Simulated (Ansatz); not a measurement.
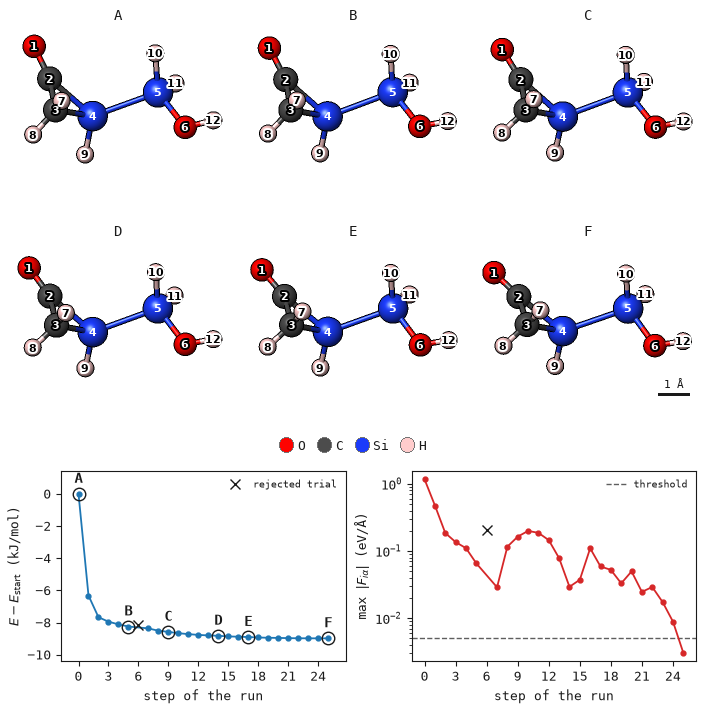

Frames of a relaxation of C$_{2}$H$_{6}$O$_{2}$Si$_{2}$, marked on the history of the run. A ball-and-stick model, seen at a tilt.

The start comes from PBE-D4/def2-SVP.

Level of theory: Ansatz 0.2.0, RKS PBE0-D4/def2-TZVP.

Input file:
```yaml
crystal:
  periodic: [false, false, false]
  atoms:
    - {symbol: O, position_ang: [-3.060558, 0.344189, 0.189549]}
    - {symbol: C, position_ang: [-2.046854, -0.281438, 0.363703]}
    - {symbol: C, position_ang: [-1.132458, -0.667891, 1.465494]}
    - {symbol: Si, position_ang: [-0.309603, -0.868740, -0.292552]}
    - {symbol: Si, position_ang: [1.139038, 0.792039, -1.044218]}
    - {symbol: O, position_ang: [2.664084, 0.521249, -0.370567]}
    - {symbol: H, position_ang: [-0.905853, 0.052297, 2.275471]}
    - {symbol: H, position_ang: [-1.340984, -1.687814, 1.849677]}
    - {symbol: H, position_ang: [-0.008717, -2.309232, -0.597607]}
    - {symbol: H, position_ang: [0.545392, 2.111403, -0.608558]}
    - {symbol: H, position_ang: [1.184389, 0.780222, -2.553835]}
    - {symbol: H, position_ang: [3.349223, 1.158417, -0.642657]}
basis:
  gaussian: {orbitals: def2-TZVP}
hamiltonian: {xc: pbe0, dispersion: d4}
relax: {f_tol: 0.005, max_steps: 150}
```

Command:
```bash
ansatz run in.yaml --threads 4 --pin off --events-out ev --progress --plain --max-ram 10444MiB
```

Q: What happens along the run?

A: The atom that moves furthest after the best rigid fit is O1 (0.55 Å). By element the largest moves are O 0.55 Å, H 0.41 Å, C 0.11 Å, Si 0.09 Å. Near-neighbour distances that change, for instance: C2–Si4 1.948 → 1.896 Å, C3–Si4 1.951 → 1.912 Å, Si5–O6 1.689 → 1.651 Å, Si5–H10 1.511 → 1.491 Å. Among the angles between lasting bonds that change: Si4–C3–H8 107.3° → 123.9°, Si4–C3–H7 129.8° → 114.9°, C2–Si4–H9 122.4° → 116.9°. Groups turn about C2–C3 by about 30°. Over 24 accepted moves (25 points after the start) the energy falls by 8.98 kJ/mol. Largest force component: 1.2 eV/Å at the start, 0.0031 eV/Å at the end. The line search rejected the trial step at point 6 of the run. Cost: 94 s on 4 threads of Arm Neoverse V2, on a shared host. From step 0 to 5: O1 moves most (0.07 Å), energy −8.25 kJ/mol. From step 5 to 9: O1 moves most (0.11 Å), energy −0.33 kJ/mol. From step 9 to 14: O1 moves most (0.15 Å), energy −0.24 kJ/mol. From step 14 to 17: O1 moves most (0.11 Å), energy −0.08 kJ/mol. From step 17 to 25: O1 moves most (0.14 Å), energy −0.08 kJ/mol.

| step | E − E(0), kJ/mol | largest force component, eV/Å | note |
| --- | --- | --- | --- |
| 0 | 0.00 | 1.1650 |  |
| 1 | -6.32 | 0.4763 |  |
| 2 | -7.67 | 0.1856 |  |
| 3 | -7.94 | 0.1359 |  |
| 4 | -8.11 | 0.1104 |  |
| 5 | -8.25 | 0.0655 |  |
| 6 | -8.14 | 0.2087 | rejected |
| 7 | -8.36 | 0.0289 |  |
| 8 | -8.51 | 0.1161 |  |
| 9 | -8.58 | 0.1639 |  |
| 10 | -8.66 | 0.1994 |  |
| 11 | -8.72 | 0.1866 |  |
| 12 | -8.77 | 0.1453 |  |
| 13 | -8.80 | 0.0783 |  |
| 14 | -8.82 | 0.0294 |  |
| 15 | -8.86 | 0.0374 |  |
| 16 | -8.88 | 0.1098 |  |
| 17 | -8.90 | 0.0589 |  |
| 18 | -8.93 | 0.0525 |  |
| 19 | -8.95 | 0.0330 |  |
| 20 | -8.96 | 0.0498 |  |
| 21 | -8.97 | 0.0247 |  |
| 22 | -8.98 | 0.0292 |  |
| 23 | -8.98 | 0.0174 |  |
| 24 | -8.98 | 0.0089 |  |
| 25 | -8.98 | 0.0031 |  |
